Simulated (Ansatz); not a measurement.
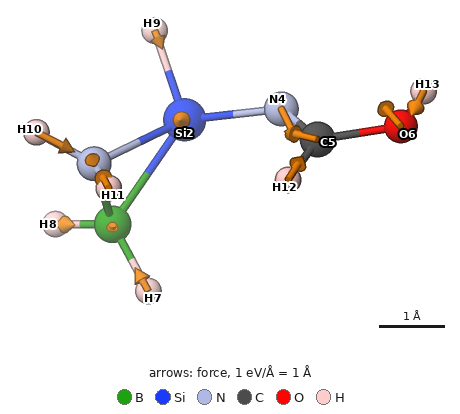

Starting geometry of CH₇BN₂OSi with the computed forces as orange arrows. Style: ball-and-stick. Shown at a tilt.

The start comes from PBE-D4/def2-SVP.

Theory: RKS PBE0-D4/def2-TZVP in Ansatz 0.2.0. Set-up: force threshold 0.005 eV/Å; at most 150 steps.

What follows when this structure is relaxed?

It isn't relaxed: the largest force vector, on an N atom, is 0.96 eV/Å. The final displacements follow the starting forces only in part (cosine between the two patterns 0.33). The atom that moves furthest after the best rigid fit is an H atom (0.14 Å). Largest moves by element: H 0.14 Å, O 0.07 Å, C 0.06 Å, N 0.06 Å, B 0.04 Å, Si 0.04 Å. Near-neighbour distances that change, for instance: N–Si 1.945 → 1.878 Å, B–Si 1.986 → 1.953 Å, C–H 1.115 → 1.095 Å, N–Si 1.729 → 1.709 Å. Bond angles that change, for instance: Si–N–C 137.8° → 134.8°, Si–B–H 117.1° → 119.5°. After 12 accepted moves (13 points after the start) the energy has fallen by 8.59 kJ/mol. The largest force component goes from 0.87 to 0.0043 eV/Å. The line search rejected the trial step at point 4 of the run. The run took 75 s on 4 threads of Arm Neoverse V1 (shared host).
